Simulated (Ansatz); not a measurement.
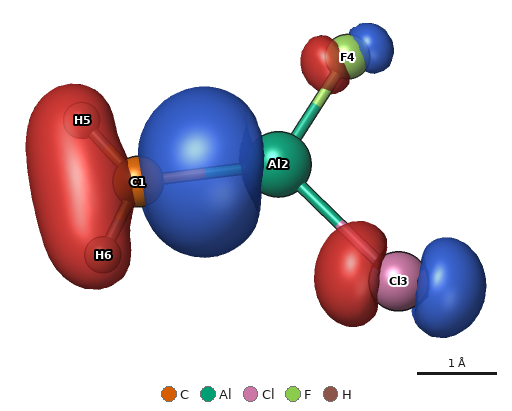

The picture shows: CH2AlClF (SMILES [CH2-][Al]([F])[Cl]) (charge −1). The HOMO−1 at ±0.15 Å⁻³ᐟ² (blue and red are the two phases), seen at a tilt.

Geometry: PBE0-D3(BJ)/def2-SVPD.

Level of theory: isolated molecule in a Gaussian basis; Kohn-Sham density functional theory, functional PBE0 in Ansatz.

```xyz
6

C    -0.5996    0.2741    1.2726
Al   -0.6767   -0.7223   -0.2419
Cl   -2.0137   -2.4281   -0.6132
F     0.2423   -0.5704   -1.6835
H     0.0887    1.1177    1.4064
H    -1.2444    0.0799    2.1384
```

Question: Describe this orbital and give its energy.

Answer: It lies mainly on C1 (about 45 %), Al2 (about 20 %), Cl3 (about 15 %), H5 (about 10 %) and H6 (about 5 %); it is symmetric in the molecular plane (an in-plane orbital: σ, lone-pair or in-plane π type). Its energy is −3.80 eV.
